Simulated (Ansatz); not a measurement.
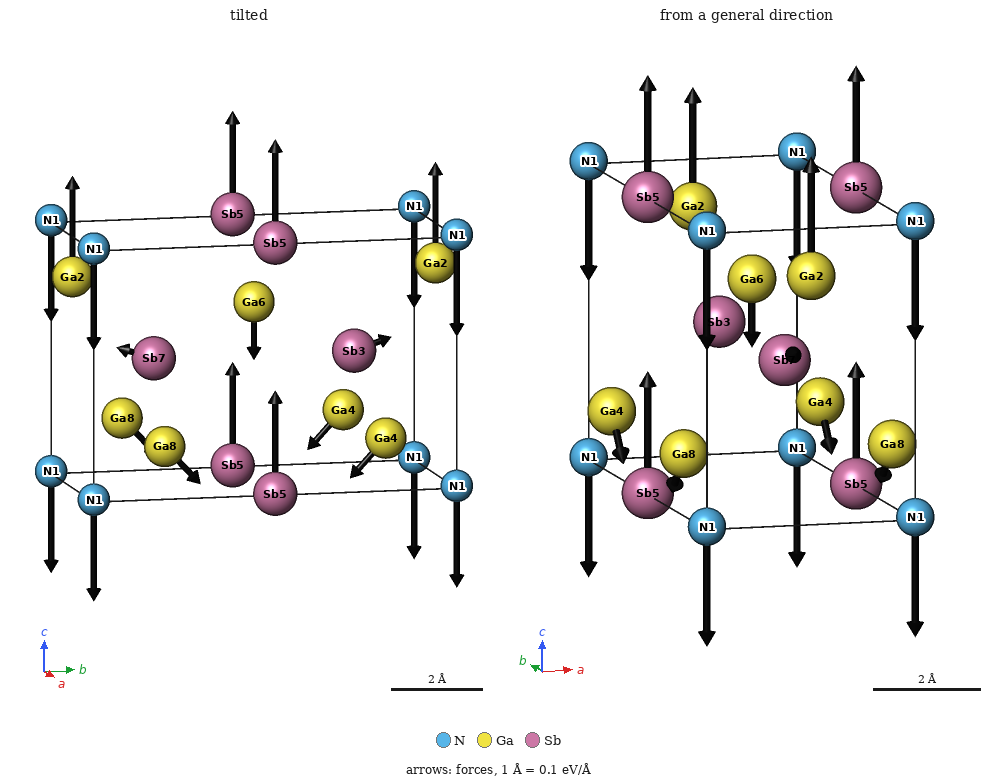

We look at a spheres-only model of the crystal slightly off an axis and from a general direction. One simulation cell is framed, with atoms on its boundary repeated. The arrows are the computed forces on the atoms.

System: Ga$_{4}$Sb$_{3}$N. Setup: DFT, PBE, plane waves, PAW in Ansatz; an energy cutoff of 420 eV, 6×4×4 k-mesh, Fermi-Dirac smearing of 0.02 eV, no spin polarisation.

Q: Has this structure been optimised to equilibrium?

A: No. The atoms still feel forces of up to about 0.19 eV/Å, above a usual threshold of 0.01 to 0.03 eV/Å.

Its origin is a structure type filled with these elements by a generator (whether the compound takes this form wasn't checked). Earlier steps of the study, as a rule a relaxation of our own, may have changed the cell and positions, so they can lie some per cent off the listed ones. A calculation with Ansatz used it as input.
